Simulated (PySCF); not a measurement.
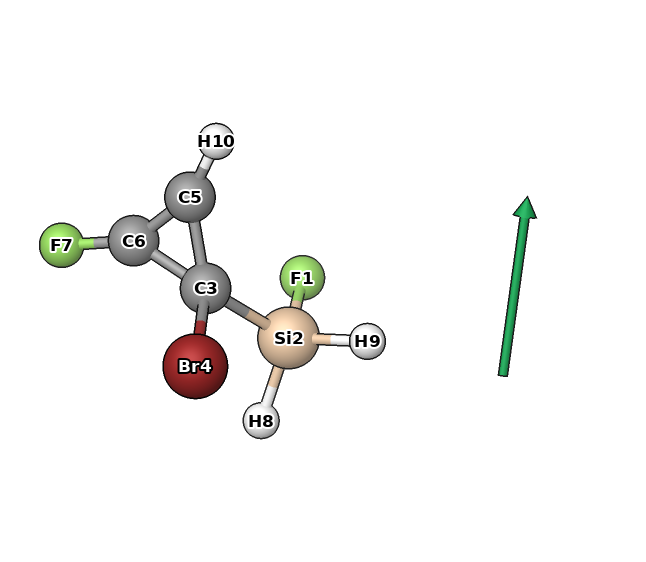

The arrow beside the molecule shows the direction of the dipole moment, from the negative to the positive end (its length means nothing). The geometry was computed by an optimisation with PBE0-D3(BJ)/def2-SVP. No frequency run is at hand to confirm it as a minimum. Level of theory: B3LYP/def2-SVPD, gas phase (PySCF 2.14.0).

> Estimate the dipole moment.

1.59 D; it points from the side of H8 to the side of H10 (the outermost atoms at the two ends).
